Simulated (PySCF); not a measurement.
```tsv
atom	x (Å)	y (Å)	z (Å)
C	-1.2318	0.1605	0.0154
C	-0.0559	-0.5284	0.0684
C	1.2118	0.0103	-0.0423
Cl	1.4905	1.6732	-0.2691
H	-2.1762	-0.3413	0.1094
H	-1.2474	1.2266	-0.1250
H	-0.0854	-1.6011	0.2107
H	2.1036	-0.5904	0.0079
```

Geometry: GFN2-xTB.

These are results of UKS B3LYP, pcH-1 on C Cl H, non-relativistic, mean-field spin-orbit, GIAO in PySCF, not measurements.

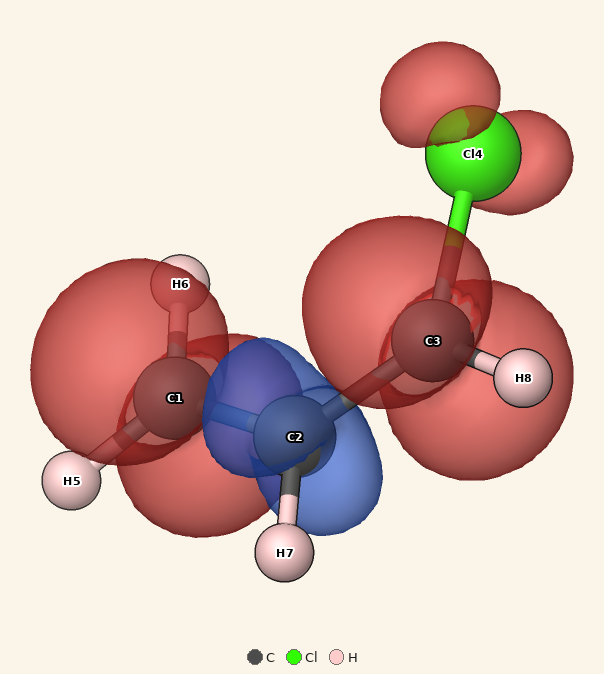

C3H4Cl (SMILES [CH2]/C=C\Cl) (doublet). Isosurfaces of the spin density (α minus β) at +0.03 (red) and −0.03 e/Å³ (blue), seen at a tilt.

Which atoms carry the spin?

Answer. The unpaired spin (1 electron) lies mostly on C3 (about 0.4), C1 (about 0.4) and Cl4 (about 0.1), in electrons by Hirshfeld's partition.
